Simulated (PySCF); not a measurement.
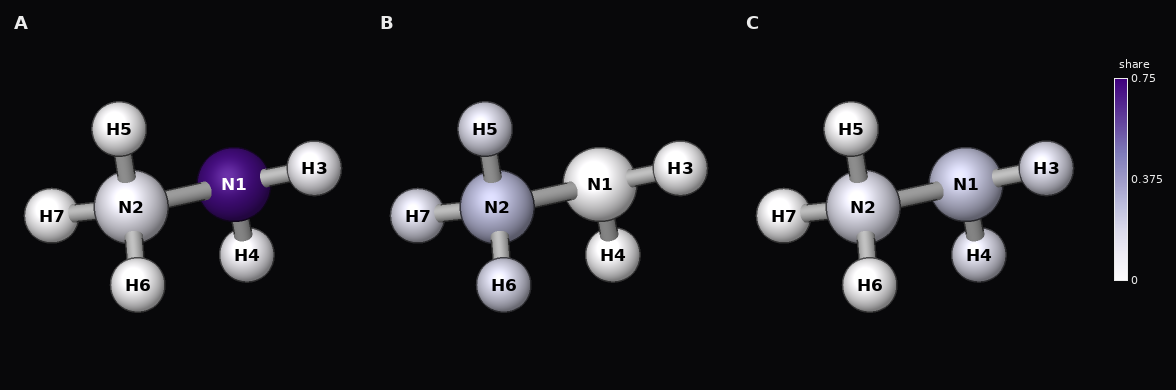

Each panel colours the atoms by their Löwdin share in one orbital (up to four of the largest shares; other atoms are shown as zero). Charge +1, singlet. Computed geometry: GFN2-xTB optimisation. No frequency run is at hand to confirm it as a minimum. Computed with ωB97X-D/def2-SVPD (PySCF 2.14.0).

The panels show the HOMO, LUMO, LUMO+1, in some order. Which is which?

A: HOMO, −16.27 eV; N1 0.72, N2 0.12, H4 0.06, H3 0.06
B: LUMO, −3.62 eV; N2 0.29, H6 0.20, H7 0.16, H5 0.16
C: LUMO+1, −2.37 eV; N1 0.25, H4 0.16, H3 0.16, N2 0.15
